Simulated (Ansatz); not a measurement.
# BH3Cl− (SMILES [BH3-]Cl) at 6 levels

Aim: a comparison of 6 runs (BLYP/STO-3G, CAM-B3LYP/STO-3G, PBE0/STO-3G, UB3LYP/STO-3G, RPA@PBE/STO-3G, UMP2/STO-3G) of BH3Cl−. 

The calculation is run with Ansatz 0.2.0.

3 further runs of the same task are left out: 3 that didn't finish.

## (1) The molecule

BH3Cl− has 5 atoms, charge -1, and is taken as a singlet. As SMILES, `[BH3-]Cl`. The H5–B1 distance was set to 2.416 Å, away from the relaxed value. At this shape a bond of the SMILES string is far longer than usual.

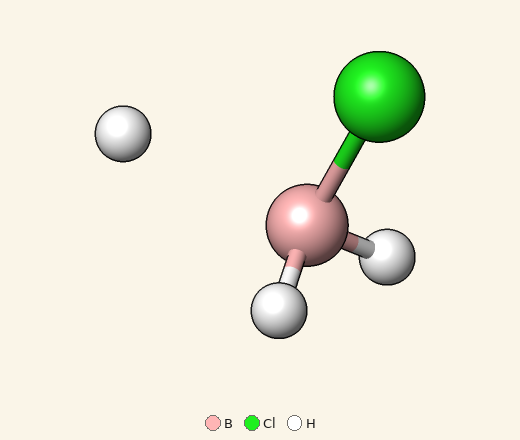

Viewed from a chosen angle; boron pink, chlorine green, hydrogen white.

## (2) The energy at BLYP/STO-3G (run 1)

File input.yaml:

```yaml
crystal:
  periodic: [false, false, false]
  atoms:
    - {symbol: B, position_ang: [0.164277, -0.953095, -0.659499]}
    - {symbol: Cl, position_ang: [-0.763973, -0.408775, -2.192399]}
    - {symbol: H, position_ang: [1.304967, -1.159845, -0.998499]}
    - {symbol: H, position_ang: [-0.378213, -1.956575, -0.262699]}
    - {symbol: H, position_ang: [0.000500, 0.857390, 0.931390]}
basis:
  gaussian:
    orbitals: STO-3G
total_charge: -1
hamiltonian:
  xc: {name: BLYP}
accuracy: high
```

On the command line:

```console
ansatz run input.yaml --threads 1 --pin off --max-ram 2610MiB --events-out events.jsonl --progress --plain --runs-dir runs
```

Standard output:

```text
Warning: RAYON_NUM_THREADS=1 ignored (pool sized by the plan → 1); use --threads N
Functional definition: BLYP
  name "BLYP"
  parameter beta = 0.0042
  parameter a = 0.04918
  parameter b = 0.132
  parameter c = 0.2533
  parameter d = 0.349
  exchange = b88_x(beta = beta)
  correlation = lyp_c(a = a, b = b, c = c, d = d)
281 factors; integrals over basis functions are off by at most 5.9e-9 eV
mean field evaluation 1: about -13091.3335 eV, gradient 2.2e1 eV
mean field evaluation 2: about -13073.9400 eV, gradient 4.4e1 eV
mean field evaluation 4: about -13095.4219 eV, gradient 8.2e0 eV
mean field evaluation 8: about -13095.6811 eV, gradient 4.0e0 eV
mean field evaluation 16: about -13095.7754 eV, gradient 2.1e-8 eV
mean field -13095.77537690 eV, -481.2608684657 hartree, gradient 2.1e-8 eV, S^2 0.000000; 0 other end points of the search recorded, 0 dependent functions left out
reference -13095.77541387 eV, -481.2608698243 hartree; 13, 13 occupied and 4, 4 virtual orbitals, 281 factors
Total energy: -13095.77541387 eV, -481.2608698243 hartree
```

Wall time 1 s (1 thread of Arm Neoverse V1, shared host).

## (3) A single-point energy at CAM-B3LYP/STO-3G (run 2)

File in.yaml:

```yaml
crystal:
  periodic: [false, false, false]
  atoms:
    - {symbol: B, position_ang: [0.164277, -0.953095, -0.659499]}
    - {symbol: Cl, position_ang: [-0.763973, -0.408775, -2.192399]}
    - {symbol: H, position_ang: [1.304967, -1.159845, -0.998499]}
    - {symbol: H, position_ang: [-0.378213, -1.956575, -0.262699]}
    - {symbol: H, position_ang: [0.000500, 0.857390, 0.931390]}
basis:
  gaussian:
    orbitals: STO-3G
hamiltonian:
  xc: {name: CAM-B3LYP}
total_charge: -1
accuracy: high
```

On the command line:

```console
ansatz run in.yaml --threads 1 --pin off --max-ram 2610MiB --events-out events.jsonl --progress --plain --runs-dir runs
```

Standard output:

```text
Warning: RAYON_NUM_THREADS=1 ignored (pool sized by the plan → 1); use --threads N
Functional definition: CAM-B3LYP
  name "CAM-B3LYP"
  parameter alpha = 0.19
  parameter beta = 0.46
  parameter omega = 0.33/bohr
  parameter ac = 0.81
  exchange = (1 - alpha - beta)*b88_x + beta*b88_x_sr(omega) + alpha*exact_x + beta*exact_x_lr(omega)
  correlation = (1 - ac)*vwn5_c + ac*lyp_c
281 factors; integrals over basis functions are off by at most 5.9e-9 eV
148 factors; integrals over basis functions are off by at most 8.5e-10 eV
mean field evaluation 1: about -13092.1665 eV, gradient 2.1e1 eV
mean field evaluation 2: about -13084.8565 eV, gradient 4.2e1 eV
mean field evaluation 4: about -13096.3595 eV, gradient 1.0e-1 eV
mean field evaluation 8: about -13096.3102 eV, gradient 1.1e-3 eV
mean field -13096.31019335 eV, -481.2805226076 hartree, gradient 8.2e-8 eV, S^2 0.000000; 0 other end points of the search recorded, 0 dependent functions left out
reference -13096.31020653 eV, -481.2805230922 hartree; 13, 13 occupied and 4, 4 virtual orbitals, 281 factors
Total energy: -13096.31020653 eV, -481.2805230922 hartree
```

Wall time 1 s (1 thread of Arm Neoverse V1, shared host); peak memory 0.092 GiB.

Runs 3 to 4 aren't shown in full; the table further down has their settings and results.

## (4) The energy at RPA@PBE/STO-3G (run 5)

File run.yaml:

```yaml
crystal:
  periodic: [false, false, false]
  atoms:
    - {symbol: B, position_ang: [0.164277, -0.953095, -0.659499]}
    - {symbol: Cl, position_ang: [-0.763973, -0.408775, -2.192399]}
    - {symbol: H, position_ang: [1.304967, -1.159845, -0.998499]}
    - {symbol: H, position_ang: [-0.378213, -1.956575, -0.262699]}
    - {symbol: H, position_ang: [0.000500, 0.857390, 0.931390]}
basis:
  gaussian: {orbitals: STO-3G}
total_charge: -1
hamiltonian: {xc: {name: PBE}}
correlation: {method: rpa, frozen_orbitals: {B: 1, Cl: 5, H: 0}}
accuracy: high
```

On the command line:

```console
ansatz run run.yaml --threads 1 --pin off --max-ram 2610MiB --events-out events.jsonl --progress --plain --runs-dir runs
```

Standard output, cut to the lines that bear on the results:

```text
Warning: RAYON_NUM_THREADS=1 ignored (pool sized by the plan → 1); use --threads N
Functional definition: PBE
  name "PBE"
[...]
281 factors; integrals over basis functions are off by at most 5.9e-9 eV
[...]
mean field -13090.85885108 eV, -481.0801894742 hartree, gradient 2.4e-8 eV, S^2 0.000000; 1 other end points of the search recorded, 0 dependent functions left out; unrestricted orbitals would lower it
[...]
unrestricted determinant -13074.25363247 eV, -480.4699589460 hartree, S^2 0.8083
6 core orbitals not correlated: weight in the atoms' cores, before any rotation towards them, 1.000 or more for the frozen orbitals, at most 0.000 for the correlated occupied ones
reference -13072.50823512 eV, -480.4058167764 hartree; 7, 7 occupied and 4, 4 virtual orbitals, 281 factors
Total energy: -13077.35375763 eV, -480.5838864442 hartree
```

Wall time 2.4 s (1 thread of Arm Neoverse V1, shared host); peak memory 0.094 GiB.

## (5) A single-point energy at UMP2/STO-3G (run 6)

input.yaml, as its differences from that of step 2:

```diff
@@ -12,4 +12,8 @@
 total_charge: -1
-hamiltonian:
-  xc: {name: BLYP}
+magnetization:
+  spin_polarized: true
+  initial_magnetization: 0
+correlation:
+  method: mp2
+  frozen_orbitals: {B: 1, Cl: 5, H: 0}
 accuracy: high
```

On the command line:

```console
ansatz run input.yaml --threads 1 --pin off --max-ram 2610MiB --events-out events.jsonl --progress --plain --runs-dir runs
```

Standard output, cut to the lines that bear on the results:

```text
Warning: RAYON_NUM_THREADS=1 ignored (pool sized by the plan → 1); use --threads N
Functional definition: HF
  name "HF"
[...]
281 factors; integrals over basis functions are off by at most 5.9e-9 eV
[...]
mean field -13074.25363247 eV, -480.4699589461 hartree, gradient 1.7e-8 eV, S^2 0.808236; 5 other end points of the search recorded, 0 dependent functions left out
6 core orbitals not correlated: weight in the atoms' cores, before any rotation towards them, 1.000 or more for the frozen orbitals, at most 0.000 for the correlated occupied ones
reference -13074.25363247 eV, -480.4699589461 hartree; 7, 7 occupied and 4, 4 virtual orbitals, 281 factors
second order -0.95864058 eV of doubles, -0.00000000 eV of singles
Total energy: -13075.21227306 eV, -480.5051883376 hartree
```

It took 0.16 s on 1 thread of Arm Neoverse V1, shared host.

## (6) All runs side by side

```csv
run,level,frozen core orbitals,energy (Eh),wall time
1,BLYP/STO-3G,–,-481.260870,1 s
2,CAM-B3LYP/STO-3G,–,-481.280523,1 s
3,PBE0/STO-3G,–,-481.147505,0.89 s
4,UB3LYP/STO-3G,–,-481.337725,3 s
5,RPA@PBE/STO-3G,6,-480.583886,2.4 s
6,UMP2/STO-3G,6,-480.505188,0.16 s
```

## (7) Results

```
                                          quantity          value
                               run 6: total energy  -480.50519 Eh
run 6: correlation energy (6 core orbitals frozen)      -35.2 mEh
          run 6: ⟨S²⟩ of the reference determinant          0.808
```

Totals of different functionals can't be ranked against each other. In run 5 the log says that unrestricted orbitals would lower the reference, so the values rest on an unstable closed-shell determinant (other closed-shell runs at this shape may share the fault). In runs 1, 2, 3, 4, 5, 6 the basis is minimal, so the values are rough. Spin contamination of the reference: run 6 ⟨S²⟩ = 0.81, run 4 ⟨S²⟩ = 0.30. Where it is this large, the reference is a mixture of spin states, and values that rest on it are in doubt. All runs together took 8.5 s, the longest 3 s.
